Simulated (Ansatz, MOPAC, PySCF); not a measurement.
Torsion H3–Ge1–Se2–H6 in GeH4Se (SMILES [GeH3][SeH]); at each angle all else is relaxed with GFN2-xTB, and the levels are single points there.
Geometry at 60° (charge 0, multiplicity 1):
| atom | x (Å) | y (Å) | z (Å) |
|---|---|---|---|
| Ge | -0.5793 | -0.0196 | -0.0141 |
| Se | 1.5777 | -0.8106 | -0.2790 |
| H | -0.8110 | 1.2135 | -0.8384 |
| H | -1.5090 | -1.0984 | -0.4702 |
| H | -0.8675 | 0.3050 | 1.4231 |
| H | 2.1887 | 0.3995 | 0.2064 |
Energies count from the point at 60°.

Correlated levels freeze the cores. Filled d and f shells under p-block atoms count as core. CBS: X⁻³ extrapolation of the correlation energy, Hartree–Fock from the larger set. The state reached by PM3 isn't checked.

Codes used: Ansatz (Gaussian orbitals); MOPAC for PM3 (differences of heats of formation); PySCF for the dispersion terms. Each number belongs to the level named beside it.

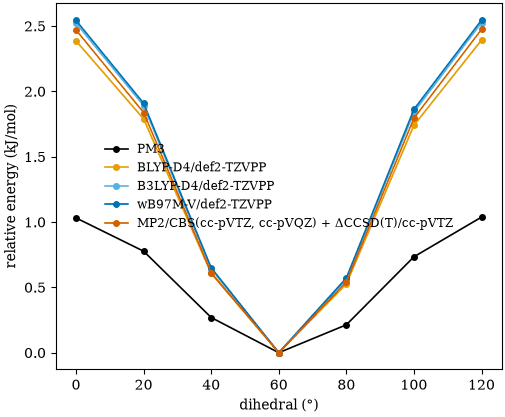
*Relative energy along the coordinate*

Q: Read off the PM3 curve at dihedral = 0.

A: about 1.0 kJ/mol

Ansatz is an electronic-structure program.
